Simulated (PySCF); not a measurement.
**Yb(SH)3: how tightly the ligands are held**

What does it cost to pull a ligand from Yb(SH)3? The species was built from a template and needn't be a known compound.

The runs use PySCF 2.14.0; PBE0, Yb lcecp-1-SVP with ECP59, S def2-SVP, H def2-SVP; scalar-relativistic core potentials, no spin–orbit coupling.

1 further run of the same task is left out (for a known fault of the program).

**1. Starting geometry**

7 atoms, charge 0, spin multiplicity 1.

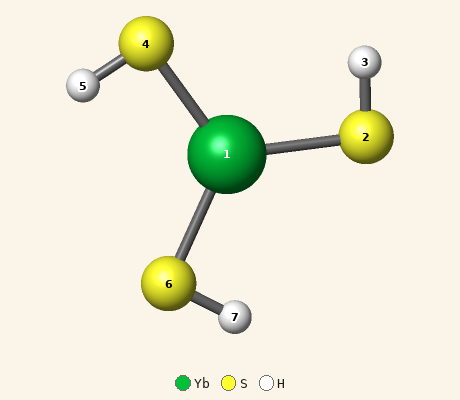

The geometry (ytterbium green, sulfur yellow, hydrogen white); atoms are numbered from 1 in the order of the file.

Geometry (Å):

```csv
atom,x (Å),y (Å),z (Å)
Yb1,0.00000,0.00000,0.86081
S2,2.49499,-0.43311,0.87142
H3,2.81380,0.88374,0.91467
S4,-0.87242,2.37728,0.87142
H5,-2.17224,1.99495,0.91467
S6,-1.62258,-1.94417,0.87142
H7,-0.64156,-2.87869,0.91467
```

Formal oxidation states: Yb +3. Each metal's 13 4f electrons lie in its core potential, so multiplicities, spins and levels count the valence alone. An earlier session relaxed this geometry at PBE0, Yb lcecp-1-SVP with ECP59, S def2-SVP, H def2-SVP (singlet, point group C3).

**2. SH taken off**

The ligand (atoms 2, 3) keeps its formal charge and a closed shell where it can; ligand and rest are solved at the complex's geometry, in vacuum, with the settings of the relaxation.

```csv
part,charge,state,energy (Eh)
complex,0,singlet,-1235.145018
ligand,-1,singlet,-398.520653
rest,1,singlet,-836.280223
```

Wall time 1.7 s (2 threads of Intel Xeon Platinum 8375C at 2.90GHz (Ice Lake), shared host).

**3. Rigid scan of SH**

Atoms 2, 3 move together along the line from atom 1; the distance is to the donor, the donors' midpoint or the ring centre. Each point starts from the density of the one before.

```
distance (Å)  energy from the relaxed point (eV)
        2.23                               0.672
        2.33                               0.262
        2.43                               0.058
        2.53                               0.000
        2.63                               0.046
        2.73                               0.164
        2.93                               0.530
        3.23                               1.208
        3.63                               2.101
        4.13                               3.020
```

Run time: 20 s. Hardware: 2 threads of Intel Xeon Platinum 8375C at 2.90GHz (Ice Lake), shared host.

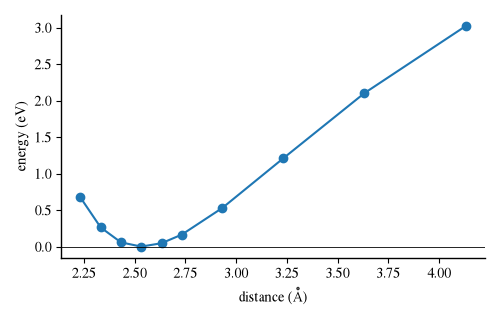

Energy along the rigid scan of SH.

**4. Results**

| quantity | value |
| --- | --- |
| taking off SH | 9.36 eV |
| stiffness of the SH contact | 10.4 eV/Å² |

**Reading.** Taking off SH as a fragment of charge -1 costs 9.36 eV, much of it the attraction of the two charges. Near 2.53 Å the SH contact has a stiffness of about 10.4 eV/Å², and the energy stands 3.02 eV higher at 4.13 Å. The free anion is solved without diffuse functions, no counterpoise correction is made, and the parts aren't relaxed; each of these makes the binding look larger. These are double-zeta-type bases without diffuse functions. Spin–orbit coupling is left out.
